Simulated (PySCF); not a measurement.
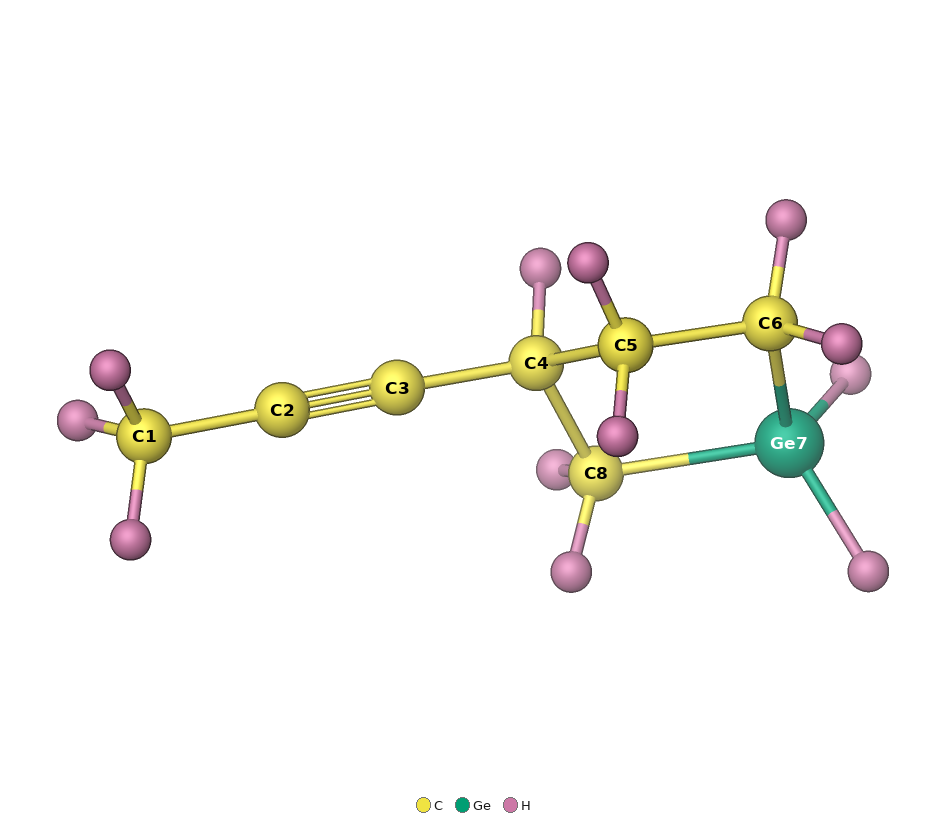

Atoms fade into the background with distance from the viewer. Computed geometry: PBE0-D3(BJ)/def2-SVP optimisation. No frequency run is at hand to confirm it as a minimum.

> What is the conformation of the ring C4–C5–C6–Ge7–C8?

It is a twist (half-chair). The Cremer–Pople amplitude Q is 0.44 Å.

> Give the torsion angles round the ring, beginning with the bond from its second to its third atom.

−38°, 13°, 14°, −38°, 53°.
